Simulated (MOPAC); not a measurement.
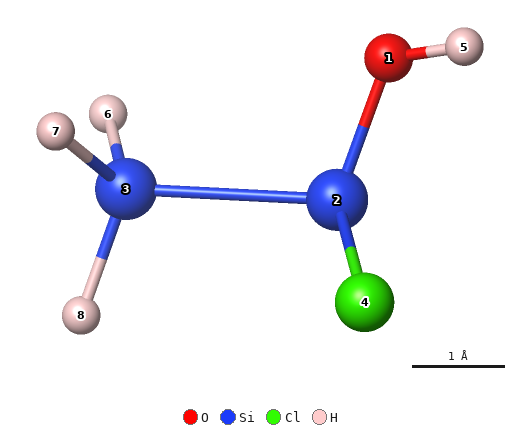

Figure 1. The starting structure (ball-and-stick view, seen at a tilt; atoms are numbered from 1 in the order of the input). Bond lengths as drawn: Cl–Si 2.07 Å, H–O 0.96 Å, H–Si 1.47 to 1.51 Å, O–Si 1.66 Å and Si–Si 2.35 Å.

Geometry relaxation, with input and output: Si₂H₄ClO (part 1 of 2)

Si₂H₄ClO, multiplicity 2, SMILES O[Si]([SiH3])Cl, computed with AM1, unrestricted (MOPAC 23.2.5).

The atoms were displaced at random from an optimised geometry.

### Input (mol.mop)
```
AM1 DISP BONDS MULLIK GNORM=0.05 UHF CYCLES=300 DOUBLET AUX(PRECISION=6) THREADS=1
optimise of ClH4OSi2

O     -0.263228     0.290151    -1.988623
Si    -0.416281    -0.744684    -0.703784
Si    -0.094766     0.484923     1.274613
Cl     0.997568    -2.245671    -0.847142
H     -0.088029    -0.076498    -2.856425
H     -1.103466     1.564933     1.352867
H      1.280070     1.097411     1.309376
H     -0.219705    -0.446278     2.407748
```

Run as:
```bash
mopac mol.mop
```

### Output
```
MOPAC v23.2.5
AM1 CALCULATION RESULTS

 *  AM1        - The AM1 Hamiltonian to be used
 *  DOUBLET    - SPIN STATE DEFINED AS A DOUBLET
 *  UHF        - UNRESTRICTED HARTREE-FOCK CALCULATION
 *  THREADS=1  - MULTI-THREADING NOT USED
 *  CYCLES=    - DO A MAXIMUM OF 300 STEPS
 *  GNORM      - EXIT WHEN GRADIENT NORM DROPS BELOW 0.050
 *  AUX        - OUTPUT AUXILIARY INFORMATION
 *  DISP       - PRINT DISPERSION AND HYDROGEN BOND ENERGIES
 *  BONDS      - FINAL BOND-ORDER MATRIX TO BE PRINTED
 *  MULLIK     - THE MULLIKEN ANALYSIS TO BE PERFORMED
AM1 DISP BONDS MULLIK GNORM=0.05 UHF CYCLES=300 DOUBLET AUX(PRECISION=6) THREADS=1
 optimise of ClH4OSi2

   ATOM   CHEMICAL          X               Y               Z
  NUMBER   SYMBOL      (ANGSTROMS)     (ANGSTROMS)     (ANGSTROMS)

     1       O         -0.26322800  *   0.29015100  *  -1.98862300  *
     2      Si         -0.41628100  *  -0.74468400  *  -0.70378400  *
     3      Si         -0.09476600  *   0.48492300  *   1.27461300  *
     4      Cl          0.99756800  *  -2.24567100  *  -0.84714200  *
     5       H         -0.08802900  *  -0.07649800  *  -2.85642500  *
     6       H         -1.10346600  *   1.56493300  *   1.35286700  *
     7       H          1.28007000  *   1.09741100  *   1.30937600  *
     8       H         -0.21970500  *  -0.44627800  *   2.40774800  *

          CARTESIAN COORDINATES

    NO.       ATOM           X           Y           Z

     1         O         -0.2632      0.2902     -1.9886
     2        Si         -0.4163     -0.7447     -0.7038
     3        Si         -0.0948      0.4849      1.2746
     4        Cl          0.9976     -2.2457     -0.8471
     5         H         -0.0880     -0.0765     -2.8564
     6         H         -1.1035      1.5649      1.3529
     7         H          1.2801      1.0974      1.3094
     8         H         -0.2197     -0.4463      2.4077

           Empirical Formula: H4 O Si2 Cl  =     8 atoms

      MOLECULAR POINT GROUP   :   C1

 DOUBLET STATE CALCULATION

          UHF CALCULATION, NO. OF ALPHA ELECTRONS =   13
                           NO. OF BETA  ELECTRONS =   12

          Geometry optimization using EF

          DIAGONAL MATRIX USED AS START HESSIAN
```

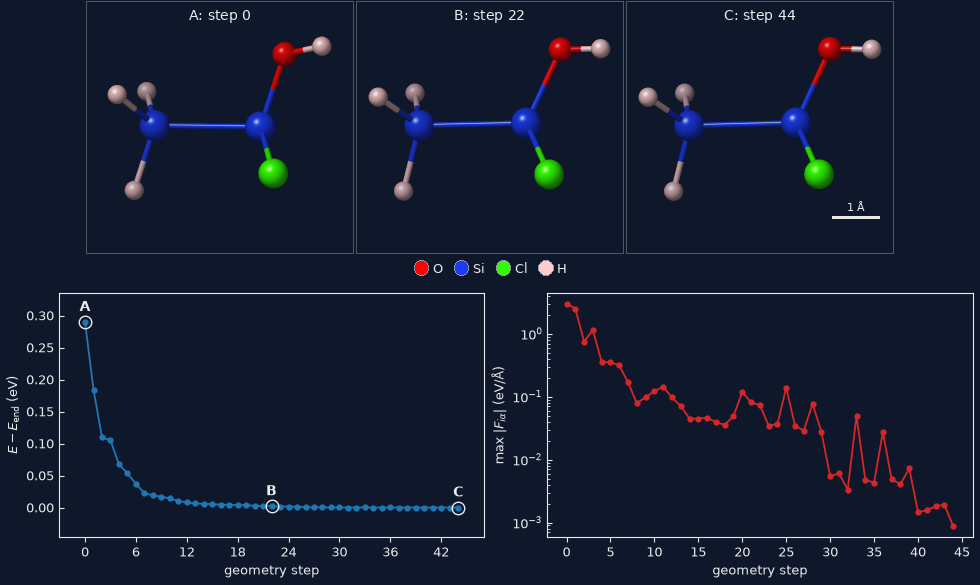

Figure 2. Frames of the relaxation (ball-and-stick view, seen at a tilt) above the curves, on which the letters mark them (steps are counted from 0).

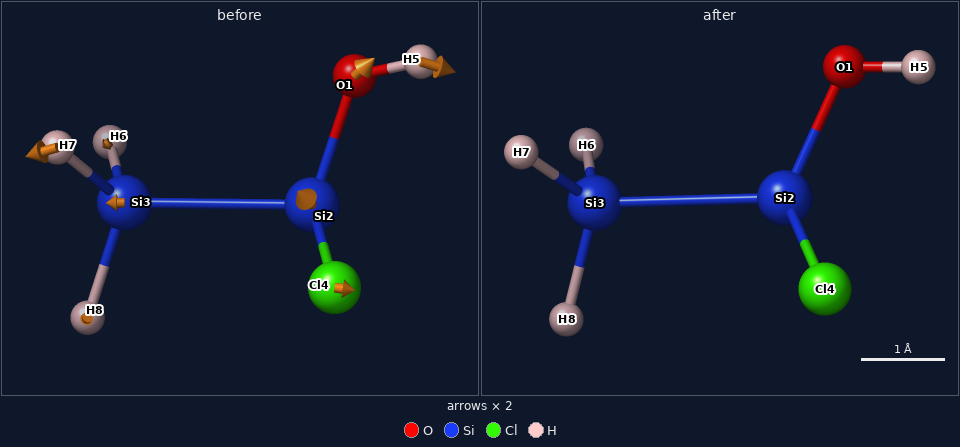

Figure 3. Before (left) and after (right) the relaxation, at one scale (ball-and-stick view, seen at a tilt). The orange arrows give the displacements, magnified 2 times. H5 moves most after the best rigid fit: 0.24 Å. By element the largest moves are H 0.24 Å, Si 0.21 Å, O 0.19 Å, Cl 0.13 Å. Among the contacts that change: O1–Si2 1.657 → 1.752 Å, Si2–Si3 2.351 → 2.423 Å, Si2–Cl4 2.067 → 2.026 Å, Si3–H7 1.505 → 1.467 Å. Among the angles that change: Si3–Si2–Cl4 110.2° → 117.5°, O1–Si2–Si3 108.3° → 115.6°, Si2–O1–H5 118.7° → 113.7°. Over 44 geometry steps the energy falls by 0.290 eV. Largest force component: 3 eV/Å at the start, 0.00088 eV/Å at the end. (Atoms are counted from 1 in the order of the input.)

```
 CYCLE:     1 TIME:   0.000 TIME LEFT:  2.00D  GRAD.:   110.868 HEAT: -78.15711
 CYCLE:     2 TIME:   0.008 TIME LEFT:  2.00D  GRAD.:    90.653 HEAT: -80.58891
 CYCLE:     3 TIME:   0.000 TIME LEFT:  2.00D  GRAD.:    32.917 HEAT: -82.31131
 CYCLE:     4 TIME:   0.000 TIME LEFT:  2.00D  GRAD.:    39.278 HEAT: -82.40938
 CYCLE:     5 TIME:   0.000 TIME LEFT:  2.00D  GRAD.:    12.972 HEAT: -83.28395
 CYCLE:     6 TIME:   0.008 TIME LEFT:  2.00D  GRAD.:    13.101 HEAT: -83.60008
 CYCLE:     7 TIME:   0.000 TIME LEFT:  2.00D  GRAD.:    12.511 HEAT: -83.98381
 CYCLE:     8 TIME:   0.000 TIME LEFT:  2.00D  GRAD.:     7.769 HEAT: -84.31007
 CYCLE:     9 TIME:   0.000 TIME LEFT:  2.00D  GRAD.:     4.332 HEAT: -84.39891
 CYCLE:    10 TIME:   0.000 TIME LEFT:  2.00D  GRAD.:     4.660 HEAT: -84.44612
 CYCLE:    11 TIME:   0.000 TIME LEFT:  2.00D  GRAD.:     5.658 HEAT: -84.50523
 CYCLE:    12 TIME:   0.008 TIME LEFT:  2.00D  GRAD.:     5.905 HEAT: -84.60376
 CYCLE:    13 TIME:   0.000 TIME LEFT:  2.00D  GRAD.:     4.283 HEAT: -84.65174
 CYCLE:    14 TIME:   0.000 TIME LEFT:  2.00D  GRAD.:     3.370 HEAT: -84.68791
 CYCLE:    15 TIME:   0.000 TIME LEFT:  2.00D  GRAD.:     2.283 HEAT: -84.70112
 CYCLE:    16 TIME:   0.000 TIME LEFT:  2.00D  GRAD.:     1.936 HEAT: -84.71429
 CYCLE:    17 TIME:   0.000 TIME LEFT:  2.00D  GRAD.:     2.186 HEAT: -84.72943
 CYCLE:    18 TIME:   0.008 TIME LEFT:  2.00D  GRAD.:     1.905 HEAT: -84.73794
 CYCLE:    19 TIME:   0.000 TIME LEFT:  2.00D  GRAD.:     1.774 HEAT: -84.74412
 CYCLE:    20 TIME:   0.000 TIME LEFT:  2.00D  GRAD.:     1.964 HEAT: -84.74869
 CYCLE:    21 TIME:   0.000 TIME LEFT:  2.00D  GRAD.:     4.126 HEAT: -84.77168
 CYCLE:    22 TIME:   0.000 TIME LEFT:  2.00D  GRAD.:     3.002 HEAT: -84.78247
 CYCLE:    23 TIME:   0.000 TIME LEFT:  2.00D  GRAD.:     3.372 HEAT: -84.79017
 CYCLE:    24 TIME:   0.008 TIME LEFT:  2.00D  GRAD.:     1.292 HEAT: -84.79839
 CYCLE:    25 TIME:   0.000 TIME LEFT:  2.00D  GRAD.:     1.243 HEAT: -84.80070
 CYCLE:    26 TIME:   0.008 TIME LEFT:  2.00D  GRAD.:     6.227 HEAT: -84.80724
 CYCLE:    27 TIME:   0.000 TIME LEFT:  2.00D  GRAD.:     1.478 HEAT: -84.82091
 CYCLE:    28 TIME:   0.000 TIME LEFT:  2.00D  GRAD.:     1.170 HEAT: -84.82403
 CYCLE:    29 TIME:   0.000 TIME LEFT:  2.00D  GRAD.:     3.368 HEAT: -84.82834
 CYCLE:    30 TIME:   0.000 TIME LEFT:  2.00D  GRAD.:     1.316 HEAT: -84.83094
 CYCLE:    31 TIME:   0.000 TIME LEFT:  2.00D  GRAD.:     0.340 HEAT: -84.83304
 CYCLE:    32 TIME:   0.008 TIME LEFT:  2.00D  GRAD.:     0.275 HEAT: -84.83422
 CYCLE:    33 TIME:   0.000 TIME LEFT:  2.00D  GRAD.:     0.222 HEAT: -84.83435
 CYCLE:    34 TIME:   0.000 TIME LEFT:  2.00D  GRAD.:     1.687 HEAT: -84.82802
 CYCLE:    35 TIME:   0.000 TIME LEFT:  2.00D  GRAD.:     0.236 HEAT: -84.83480
 CYCLE:    36 TIME:   0.000 TIME LEFT:  2.00D  GRAD.:     0.241 HEAT: -84.83475
 CYCLE:    37 TIME:   0.008 TIME LEFT:  2.00D  GRAD.:     1.129 HEAT: -84.83285
 CYCLE:    38 TIME:   0.000 TIME LEFT:  2.00D  GRAD.:     0.230 HEAT: -84.83539
 CYCLE:    39 TIME:   0.000 TIME LEFT:  2.00D  GRAD.:     0.198 HEAT: -84.83556
 CYCLE:    40 TIME:   0.000 TIME LEFT:  2.00D  GRAD.:     0.320 HEAT: -84.83522
 CYCLE:    41 TIME:   0.008 TIME LEFT:  2.00D  GRAD.:     0.086 HEAT: -84.83587
 CYCLE:    42 TIME:   0.000 TIME LEFT:  2.00D  GRAD.:     0.079 HEAT: -84.83587
 CYCLE:    43 TIME:   0.000 TIME LEFT:  2.00D  GRAD.:     0.068 HEAT: -84.83589
 CYCLE:    44 TIME:   0.000 TIME LEFT:  2.00D  GRAD.:     0.087 HEAT: -84.83592
 CYCLE:    45 TIME:   0.000 TIME LEFT:  2.00D  GRAD.:     0.040 HEAT: -84.83593

     GRADIENT =  0.03992 IS LESS THAN CUTOFF =  0.05000

 -------------------------------------------------------------------------------
 AM1 DISP BONDS MULLIK GNORM=0.05 UHF CYCLES=300 DOUBLET AUX(PRECISION=6) THREADS=1
 optimise of ClH4OSi2

     GEOMETRY OPTIMISED USING EIGENVECTOR FOLLOWING (EF).
     SCF FIELD WAS ACHIEVED

                              AM1 CALCULATION

          FINAL HEAT OF FORMATION =        -84.83593 KCAL/MOL =    -354.95354 KJ/MOL

          TOTAL ENERGY            =     -21165.97905 KCAL/MOL = ELECTRONIC ENERGY + CORE-CORE REPULSION
          ENERGY OF ATOMS         =      21081.14312 KCAL/MOL
                              SUM =        -84.83593 KCAL/MOL
          DISPERSION ENERGY       =          0.00000 KCAL/MOL
                              SUM =        -84.83593 KCAL/MOL = FINAL HEAT OF FORMATION

          TOTAL ENERGY            =       -917.84372 EV
          ELECTRONIC ENERGY       =      -2149.20986 EV
          CORE-CORE REPULSION     =       1231.36614 EV
          COSMO AREA              =        142.12 SQUARE ANGSTROMS
          COSMO VOLUME            =        137.01 CUBIC ANGSTROMS

          GRADIENT NORM           =          0.03992          =       0.01412 PER ATOM
          IONIZATION POTENTIAL    =          8.701672 EV
          ALPHA SOMO LUMO (EV)    =         -8.702 -1.455
          BETA  SOMO LUMO (EV)    =        -10.715 -1.211
          NO. OF ALPHA ELECTRONS  =         13
          NO. OF BETA  ELECTRONS  =         12
          MOLECULAR WEIGHT        =        111.6550         POINT GROUP:  C1

          MOLECULAR DIMENSIONS (Angstroms)

            Atom       Atom       Distance
            H     8    H     5     5.42420
            H     6   Cl     4     4.47543
            H     7   Si     2     2.21210

          SCF CALCULATIONS        =         51

          WALL-CLOCK TIME         =      0.086 SECONDS
          COMPUTATION TIME        =      0.078 SECONDS

   ATOM   CHEMICAL          X               Y               Z
  NUMBER   SYMBOL      (ANGSTROMS)     (ANGSTROMS)     (ANGSTROMS)

     1       O         -0.28156804  *   0.27481305  *  -2.14482516  *
     2      Si         -0.25514675  *  -0.69864192  *  -0.68780144  *
     3      Si         -0.10909976  *   0.53614389  *   1.39197215  *
     4      Cl          0.95585853  *  -2.30831008  *  -0.90784782  *
     5       H         -0.30696955  *  -0.23686267  *  -2.94725873  *
     6       H         -1.18194121  *   1.53534547  *   1.43498201  *
     7       H          1.19231800  *   1.19823531  *   1.53116578  *
     8       H         -0.28901879  *  -0.43796510  *   2.47317868  *

                             CARTESIAN COORDINATES

   1    O       -0.281568043     0.274813053    -2.144825163
   2   Si       -0.255146748    -0.698641918    -0.687801441
   3   Si       -0.109099756     0.536143893     1.391972152
   4   Cl        0.955858528    -2.308310082    -0.907847824
   5    H       -0.306969546    -0.236862665    -2.947258731
   6    H       -1.181941205     1.535345469     1.434982008
   7    H        1.192318000     1.198235313     1.531165780
   8    H       -0.289018786    -0.437965096     2.473178681

           Empirical Formula: H4 O Si2 Cl  =     8 atoms

      MOLECULAR POINT GROUP   :   C1

          ALPHA EIGENVALUES
 -37.21710 -36.27069 -18.44464 -16.69310 -15.87267 -14.50173 -14.03692 -13.12994
 -12.64788 -12.56844 -12.51611 -11.04190  -8.70167  -1.45523  -0.74487   0.71170
   1.34407   1.39035   1.99460   5.31103

           BETA EIGENVALUES
 -37.13280 -36.11386 -18.35416 -16.36540 -15.85806 -14.20326 -13.50867 -12.84680
 -12.53638 -12.51923 -12.46857 -10.71480  -1.21117  -1.02237  -0.19026   1.11256
   1.36213   1.41113   1.97680   5.36426

              NET ATOMIC CHARGES AND DIPOLE CONTRIBUTIONS

  ATOM NO.   TYPE          CHARGE      No. of ELECS.   s-Pop       p-Pop
    1          O          -0.538331        6.5383     1.85411     4.68423
    2         Si           0.626506        3.3735     0.99582     2.37767
    3         Si           0.283117        3.7169     0.90982     2.80706
    4         Cl          -0.291223        7.2912     1.97765     5.31357
    5          H           0.232379        0.7676     0.76762
    6          H          -0.101525        1.1015     1.10153
    7          H          -0.104833        1.1048     1.10483
    8          H          -0.106088        1.1061     1.10609
 DIPOLE           X         Y         Z       TOTAL
 POINT-CHG.    -1.745    -0.248     0.618     1.867
 HYBRID         0.992     0.122    -0.786     1.272
 SUM           -0.752    -0.126    -0.167     0.781

          ATOMIC ORBITAL ELECTRON POPULATIONS

     Atom    s        px        py        pz
    1  O   1.85411   1.89940   1.51915   1.26568
    2 Si   0.99582   0.85748   0.71982   0.80037
    3 Si   0.90982   0.90530   0.92780   0.97396
    4 Cl   1.97765   1.76338   1.60262   1.94757
    5  H   0.76762
    6  H   1.10153
    7  H   1.10483
    8  H   1.10609

                    (SZ)    =    0.500000
                    (S**2)  =    0.765715

          ATOMIC ORBITAL SPIN POPULATIONS

    Atom   Total    s     px     py     pz
         Atomic
    1  O  0.0477  0.002  0.061 -0.008 -0.008
    2 Si  0.9859  0.257  0.498  0.168  0.063
    3 Si -0.0991 -0.019 -0.010 -0.019 -0.050
    4 Cl  0.0355  0.000  0.061 -0.028  0.001
    5  H  0.0011  0.001
    6  H  0.0064  0.006
    7  H  0.0164  0.016
    8  H  0.0061  0.006

          BONDING CONTRIBUTION OF EACH ALPHA M.O.

  0.0698  0.3772  0.9049  0.6719  0.9544  0.3389  0.2593  0.1727  0.4326  0.7329
  0.9238  0.6580  0.2233 -1.0272 -0.8909 -0.9116 -0.9924 -0.9835 -0.9743 -0.9398

          BONDING CONTRIBUTION OF EACH BETA  M.O.

  0.0717  0.3843  0.9076  0.7104  0.9733  0.5142  0.4164  0.2770  0.8742  0.9698
  0.1845  0.8196 -0.6743 -0.8246 -0.8469 -0.9011 -0.9886 -0.9585 -0.9739 -0.9349

            (VALENCIES)   BOND ORDERS

     1  O     (1.978)     2 Si 0.952     5  H 0.944     4 Cl 0.050

     2 Si     (3.647)     3 Si 0.954     1  O 0.952     4 Cl 0.934

     3 Si     (3.964)     6  H 1.006     8  H 1.005     7  H 1.004     2 Si 0.954     4 Cl 0.021     5  H 0.013

     4 Cl     (1.051)     2 Si 0.934     1  O 0.050     3 Si 0.021

     5  H     (0.946)     1  O 0.944     3 Si 0.013

     6  H     (0.990)     3 Si 1.006

     7  H     (0.989)     3 Si 1.004

     8  H     (0.989)     3 Si 1.005

           MULLIKEN POPULATION ANALYSIS

        MULLIKEN POPULATIONS AND CHARGES

      NO.  ATOM   POPULATION      CHARGE
        1    O     6.608771     -0.608771
        2   Si     3.276480      0.723520
        3   Si     3.597639      0.402361
        4   Cl     7.360354     -0.360354
        5    H     0.735806      0.264194
        6    H     1.136879     -0.136879
        7    H     1.141029     -0.141029
        8    H     1.143043     -0.143043

 *                    *
 * JOB ENDED NORMALLY *
 *                    *

 TOTAL JOB TIME:             0.09 SECONDS

 == MOPAC DONE ==
```

### Trajectory as extended XYZ (Å, eV, eV/Å), 26 of the 45 frames kept, from step=0 to step=44
```
8
Properties=species:S:1:pos:R:3:forces:R:3 step=0 energy=-3.38921
O    -0.2632    0.2902   -1.9886    0.2117   1.7237  -3.0144
Si   -0.4163   -0.7447   -0.7038    0.1756  -2.2265   1.9581
Si   -0.0948    0.4849    1.2746    0.3373   0.7333   0.9921
Cl    0.9976   -2.2457   -0.8471   -0.1921  -0.0691  -0.0838
H    -0.0880   -0.0765   -2.8564   -0.0846   0.1566   0.1711
H    -1.1035    1.5649    1.3529    0.1455  -0.1606   0.0523
H     1.2801    1.0974    1.3094   -0.5635  -0.2517  -0.0455
H    -0.2197   -0.4463    2.4077   -0.0300   0.0943  -0.0298
8
Properties=species:S:1:pos:R:3:forces:R:3 step=2 energy=-3.56936
O    -0.2622    0.3352   -2.0439   -0.0686  -0.6762  -0.1678
Si   -0.4095   -0.7917   -0.6783    0.4008   0.5135  -0.7540
Si   -0.0952    0.5071    1.3048    0.1947   0.1210   0.4058
Cl    0.9935   -2.2502   -0.8537   -0.0578  -0.1835  -0.0914
H    -0.0842   -0.0875   -2.8887   -0.1301   0.1643   0.3909
H    -1.1027    1.5607    1.3525   -0.0845   0.0995   0.0898
H     1.2653    1.0893    1.3077   -0.2126  -0.0694  -0.0056
H    -0.2231   -0.4444    2.4072   -0.0419   0.0307   0.1323
```
